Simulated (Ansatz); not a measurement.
# CH6SSi2 (SMILES C[SiH]1[SiH2]S1) at 6 levels

We compute a comparison of 6 runs (HF/def2-SVP, B3LYP/pcseg-1, wB97X/def2-SVP, MP2/6-31+G*, MP2/def2-SVPD, CCSDT(Q)/ANO-RCC-MB) of CH6SSi2. 

The results are computed with Ansatz 0.2.0.

6 further runs of the same task are left out: 3 that didn't finish, 3 set aside as unsound or not needed.

### 1 Starting point

CH6SSi2: 10 atoms, total charge 0, spin state singlet. SMILES: `C[SiH]1[SiH2]S1`. The coordinates come from a PBE0-D4/def2-TZVP relaxation.

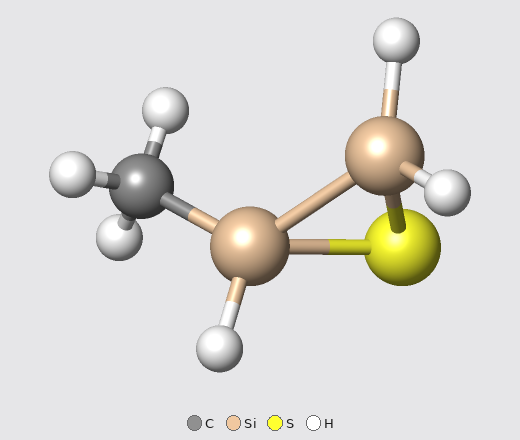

The structure, seen from a chosen angle (carbon grey, silicon light orange, sulfur yellow, hydrogen white).

### 2 Energy and gradient at HF/def2-SVP (run 1)

Contents of in.yaml:

```yaml
crystal:
  periodic: [false, false, false]
  atoms:
    - {symbol: C, position_ang: [-1.338900, 0.779600, -0.768600]}
    - {symbol: Si, position_ang: [-0.420200, -0.492300, 0.235000]}
    - {symbol: Si, position_ang: [1.740100, -0.316300, 0.822400]}
    - {symbol: S, position_ang: [1.114600, -1.600900, -0.791700]}
    - {symbol: H, position_ang: [-0.641000, 1.400600, -1.332000]}
    - {symbol: H, position_ang: [-1.933200, 1.422000, -0.113800]}
    - {symbol: H, position_ang: [-2.015100, 0.289100, -1.473100]}
    - {symbol: H, position_ang: [-1.336300, -1.346400, 1.031600]}
    - {symbol: H, position_ang: [2.330900, -1.018700, 1.986900]}
    - {symbol: H, position_ang: [2.582200, 0.832000, 0.406300]}
basis:
  gaussian:
    orbitals: def2-SVP
output:
  forces: true
  orbitals: {seedname: orbitals}
hamiltonian:
  xc: hf
accuracy: high
```

Launch:

```sh
$ ansatz run in.yaml --threads 1 --pin off --max-ram 2610MiB --events-out events.jsonl --progress --plain --runs-dir runs
```

Output:

```text
Warning: RAYON_NUM_THREADS=1 ignored (pool sized by the plan → 1); use --threads N
Functional definition: HF
  name "HF"
  exchange = exact_x
  correlation = 0
2137 factors; integrals over basis functions are off by at most 3.8e-9 eV
mean field evaluation 1: about -27657.0668 eV, gradient 2.4e1 eV
mean field evaluation 2: about -27657.0764 eV, gradient 2.4e1 eV
mean field evaluation 4: about -27659.0075 eV, gradient 2.5e0 eV
mean field evaluation 8: about -27659.0361 eV, gradient 6.0e-4 eV
mean field -27659.03605283 eV, -1016.4508269734 hartree, gradient 2.9e-8 eV, S^2 0.000000; 0 other end points of the search recorded, 0 dependent functions left out
the calculation of the forces begins
reference -27659.03605283 eV, -1016.4508269734 hartree; 28, 28 occupied and 70, 70 virtual orbitals, 2137 factors
Total energy: -27659.03605283 eV, -1016.4508269734 hartree
Atom 0 at    -1.338900     0.779600    -0.768600 Å, force    -0.118980     0.167129    -0.098246 eV/Å
Atom 1 at    -0.420200    -0.492300     0.235000 Å, force    -0.368175    -0.224489     0.266312 eV/Å
Atom 2 at     1.740100    -0.316300     0.822400 Å, force     0.475289     0.163964     0.266787 eV/Å
Atom 3 at     1.114600    -1.600900    -0.791700 Å, force     0.110897    -0.258012    -0.301674 eV/Å
Atom 4 at    -0.641000     1.400600    -1.332000 Å, force    -0.036884     0.000749    -0.009004 eV/Å
Atom 5 at    -1.933200     1.422000    -0.113800 Å, force    -0.001205     0.007996    -0.037934 eV/Å
Atom 6 at    -2.015100     0.289100    -1.473100 Å, force     0.007017     0.033874     0.007583 eV/Å
Atom 7 at    -1.336300    -1.346400     1.031600 Å, force     0.079087     0.110895    -0.068520 eV/Å
Atom 8 at     2.330900    -1.018700     1.986900 Å, force    -0.066716     0.105610    -0.102045 eV/Å
Atom 9 at     2.582200     0.832000     0.406300 Å, force    -0.080331    -0.107716     0.076743 eV/Å
Dipole moment:    -0.247757     0.400896     0.224104 e Å
```

It took 14 s on 1 thread of Intel Xeon at 2.50GHz (Skylake/Cascade Lake), shared host.

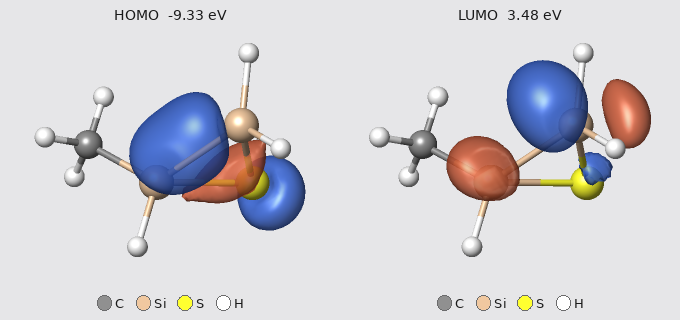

Frontier orbitals of this run, surfaces at ±0.2 Å^-3/2.

### 3 Energy and forces at B3LYP/pcseg-1 (run 2)

Contents of molecule.yaml:

```yaml
crystal:
  periodic: [false, false, false]
  atoms:
    - {symbol: C, position_ang: [-1.338900, 0.779600, -0.768600]}
    - {symbol: Si, position_ang: [-0.420200, -0.492300, 0.235000]}
    - {symbol: Si, position_ang: [1.740100, -0.316300, 0.822400]}
    - {symbol: S, position_ang: [1.114600, -1.600900, -0.791700]}
    - {symbol: H, position_ang: [-0.641000, 1.400600, -1.332000]}
    - {symbol: H, position_ang: [-1.933200, 1.422000, -0.113800]}
    - {symbol: H, position_ang: [-2.015100, 0.289100, -1.473100]}
    - {symbol: H, position_ang: [-1.336300, -1.346400, 1.031600]}
    - {symbol: H, position_ang: [2.330900, -1.018700, 1.986900]}
    - {symbol: H, position_ang: [2.582200, 0.832000, 0.406300]}
basis:
  gaussian:
    orbitals: pcseg-1.json
hamiltonian:
  xc: {name: B3LYP}
output:
  forces: true
  orbitals: {seedname: orbitals}
accuracy: high
```

The basis set pcseg-1 is read from a file made from the Basis Set Exchange's data (not shown).

Launch:

```sh
$ ansatz run molecule.yaml --threads 1 --pin off --max-ram 2610MiB --events-out events.jsonl --progress --plain --runs-dir runs
```

Output:

```text
Warning: RAYON_NUM_THREADS=1 ignored (pool sized by the plan → 1); use --threads N
Functional definition: B3LYP
  name "B3LYP"
  parameter a0 = 0.2
  parameter ax = 0.72
  parameter ac = 0.81
  exchange = (1 - a0 - ax)*slater_x + ax*b88_x + a0*exact_x
  correlation = (1 - ac)*vwn_rpa_c + ac*lyp_c
2254 factors; integrals over basis functions are off by at most 1.1e-8 eV
mean field evaluation 1: about -27720.6519 eV, gradient 4.9e1 eV
mean field evaluation 2: about -27717.6330 eV, gradient 5.6e1 eV
mean field evaluation 4: about -27726.6235 eV, gradient 2.2e0 eV
mean field evaluation 8: about -27726.7898 eV, gradient 2.6e-1 eV
mean field evaluation 16: about -27726.7900 eV, gradient 7.8e-5 eV
mean field -27726.78999144 eV, -1018.9407382920 hartree, gradient 4.9e-8 eV, S^2 0.000000; 0 other end points of the search recorded, 0 dependent functions left out
the calculation of the forces begins
reference -27726.79003833 eV, -1018.9407400154 hartree; 28, 28 occupied and 70, 70 virtual orbitals, 2254 factors
Total energy: -27726.79003833 eV, -1018.9407400154 hartree
Atom 0 at    -1.338900     0.779600    -0.768600 Å, force    -0.016801     0.043277     0.003542 eV/Å
Atom 1 at    -0.420200    -0.492300     0.235000 Å, force    -0.313961    -0.017071     0.193400 eV/Å
Atom 2 at     1.740100    -0.316300     0.822400 Å, force     0.301268     0.202992     0.299598 eV/Å
Atom 3 at     1.114600    -1.600900    -0.791700 Å, force     0.154014    -0.437829    -0.478794 eV/Å
Atom 4 at    -0.641000     1.400600    -1.332000 Å, force     0.091675     0.121948    -0.109878 eV/Å
Atom 5 at    -1.933200     1.422000    -0.113800 Å, force    -0.112633     0.124722     0.098364 eV/Å
Atom 6 at    -2.015100     0.289100    -1.473100 Å, force    -0.119571    -0.070711    -0.131586 eV/Å
Atom 7 at    -1.336300    -1.346400     1.031600 Å, force    -0.051365    -0.021344     0.052045 eV/Å
Atom 8 at     2.330900    -1.018700     1.986900 Å, force     0.026144    -0.017669     0.076897 eV/Å
Atom 9 at     2.582200     0.832000     0.406300 Å, force     0.041229     0.071686    -0.003587 eV/Å
Dipole moment:    -0.251989     0.397431     0.199172 e Å
```

It took 31 s on 1 thread of Intel Xeon at 2.50GHz (Skylake/Cascade Lake), shared host; peak memory 0.39 GiB.

Runs 3 to 5 aren't shown in full; the table further down has their settings and results.

### 4 A single-point energy at CCSDT(Q)/ANO-RCC-MB (sfX2C) (run 6)

Edit in.yaml of step 2 so:

```diff
@@ -14,9 +14,4 @@
 basis:
-  gaussian:
-    orbitals: def2-SVP
-output:
-  forces: true
-  orbitals: {seedname: orbitals}
-hamiltonian:
-  xc: hf
-accuracy: high
+  gaussian: {orbitals: ANO-RCC-MB.json}
+output: {orbitals: {seedname: orbitals}}
+correlation: {method: ccsdt_q, electrons: all}
```

The basis set ANO-RCC-MB is read from a file made from the Basis Set Exchange's data (not shown).

Launch:

```sh
$ ansatz run in.yaml --threads 1 --pin off --max-ram 2610MiB --events-out events.jsonl --progress --plain --runs-dir runs
```

Output:

```text
Warning: RAYON_NUM_THREADS=1 ignored (pool sized by the plan → 1); use --threads N
Functional definition: HF
  name "HF"
  exchange = exact_x
  correlation = 0
1005 factors; integrals over basis functions are off by at most 2.3e-8 eV
mean field evaluation 1: about -27722.4200 eV, gradient 1.4e1 eV
mean field evaluation 2: about -27722.4987 eV, gradient 1.4e1 eV
mean field evaluation 4: about -27723.7928 eV, gradient 9.9e-1 eV
mean field evaluation 8: about -27723.8008 eV, gradient 2.4e-6 eV
mean field evaluation 16: about -27723.7200 eV, gradient 4.6e-2 eV
mean field -27723.80080148 eV, -1018.8308875871 hartree, gradient 9.8e-7 eV, S^2 0.000000; 0 other end points of the search recorded, 0 dependent functions left out
reference -27723.80080148 eV, -1018.8308875871 hartree; 28, 28 occupied and 10, 10 virtual orbitals, 1005 factors
second order -3.79501493 eV of doubles, -0.00000000 eV of singles
cycle   1  -4.60175674 eV  change   -8.1e-1 eV  update   8.7e-2
cycle   2  -5.04321177 eV  change   -4.4e-1 eV  update   3.4e-2
cycle   3  -5.11653014 eV  change   -7.3e-2 eV  update   1.1e-2
cycle   4  -5.12436175 eV  change   -7.8e-3 eV  update   3.3e-3
cycle   5  -5.12525529 eV  change   -8.9e-4 eV  update   1.1e-3
cycle   6  -5.12460489 eV  change    6.5e-4 eV  update   3.6e-4
cycle   7  -5.12431739 eV  change    2.9e-4 eV  update   1.1e-4
cycle   8  -5.12432493 eV  change   -7.5e-6 eV  update   3.9e-5
cycle   9  -5.12434197 eV  change   -1.7e-5 eV  update   1.3e-5
cycle  10  -5.12434051 eV  change    1.5e-6 eV  update   5.4e-6
perturbative correction -0.00378088 eV, -0.0001389448 hartree
Total energy: -27728.92892286 eV, -1019.0193425722 hartree
Relativity: scalar
```

Wall time 2.2 min (1 thread of Intel Xeon at 2.50GHz (Skylake/Cascade Lake), shared host); peak memory 0.72 GiB.

### 5 All runs side by side

```
run                              level  frozen core orbitals      task   energy (Eh)  dipole moment (D)  HOMO energy (eV)  LUMO energy (eV)  wall time
  1                        HF/def2-SVP                     –  gradient  -1016.450827               2.51             -9.33              3.48       14 s
  2                      B3LYP/pcseg-1                     –  gradient  -1018.940740               2.45             -6.93             -0.43       31 s
  3                     wB97X/def2-SVP                     –  gradient  -1018.566755               2.29             -9.22              2.12       72 s
  4  MP2/6-31+G* (spherical functions)                    16  gradient  -1017.144886               2.42             -9.37              1.42       32 s
  5                      MP2/def2-SVPD                    16  gradient  -1016.953187               2.09             -9.35              2.23       60 s
  6        CCSDT(Q)/ANO-RCC-MB (sfX2C)                     0    energy  -1019.019343                  –            -10.22              2.98    2.2 min
```

### 6 Results

| quantity | value |
| --- | --- |
| run 6: total energy | -1019.01934 Eh |
| run 6: HOMO energy (Hartree–Fock orbitals) | -10.22 eV |
| run 6: LUMO energy (Hartree–Fock orbitals) | 2.98 eV |
| run 6: HOMO–LUMO gap (Hartree–Fock orbitals) | 13.20 eV |
| run 6: correlation energy | -188.5 mEh |
| run 6: T1 diagnostic | 0.004 |

Over runs 1, 2, 3, 4, 5 the dipole moment (its size) runs from 2.09 D (MP2/def2-SVPD) to 2.51 D (HF/def2-SVP). The two ends differ in method and basis. Over runs 1, 2, 3 the HOMO–LUMO gap runs from 6.50 eV (B3LYP/pcseg-1) to 12.81 eV (HF/def2-SVP). Totals of different functionals can't be ranked against each other. Some runs of one species differ in core potentials or relativity; totals across that change don't compare. In run 6 the basis is minimal, so the values are rough. All runs together took 5.7 min, the longest 2.2 min.
